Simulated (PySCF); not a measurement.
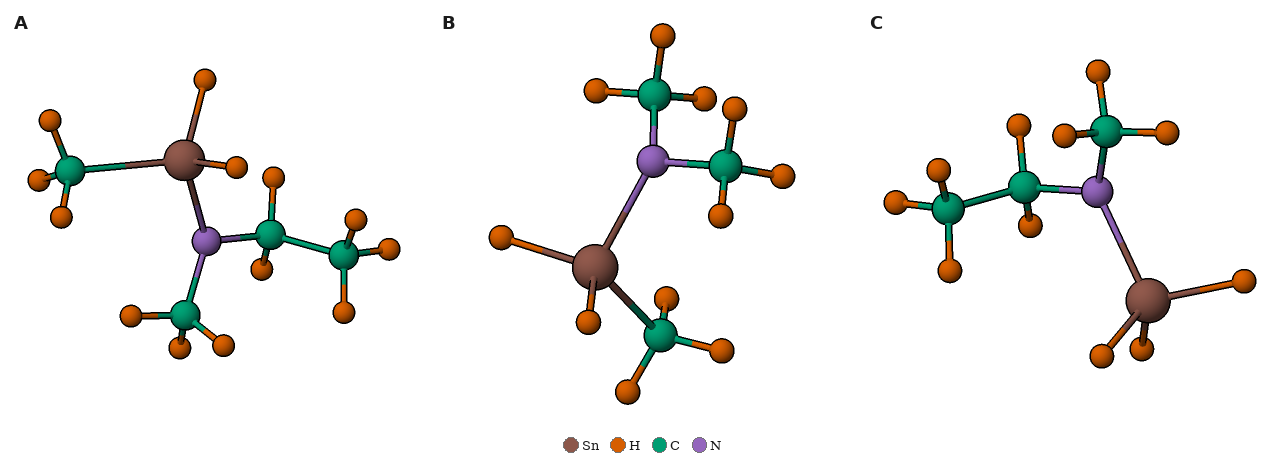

Simulated data, not a measurement (program: PySCF).

Question: Which panel belongs to which SMILES?
(1) [CH3][SnH2][N](C)C
(2) CC[N](C)[SnH2][CH3]
(3) CC[N](C)[SnH3]

Answer: A is (2), B is (1), C is (3).
